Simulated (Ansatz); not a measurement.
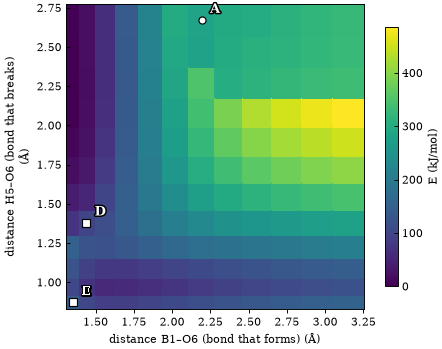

The reacting system BF₂H₅OSi (fragments BF₂H + H₄OSi where the first distance is long, BF₂H₃OSi + H₂ where the second is long). First axis: distance B1–O6 (bond that forms). Second axis: distance H5–O6 (bond that breaks). Relaxed at each point: all other coordinates. The grid has 12 × 12 points. Points are written as (first, second). All energies are given in kJ/mol relative to the lowest grid point. Energies and slopes of some neighbouring points disagree (a jump in structure or state, or too coarse a mesh). The reference is spin-restricted, so regions where a bond is pulled apart into radicals lie too high. The calculation used RKS SPW92 (LDA)/def2-SVP (Ansatz 0.2.0).

Drawn: one coloured cell a grid point, lettered points.

Q: Rank the lettered points by energy, lowest first.

A: D (100 kJ/mol), E (136 kJ/mol), A (281 kJ/mol).
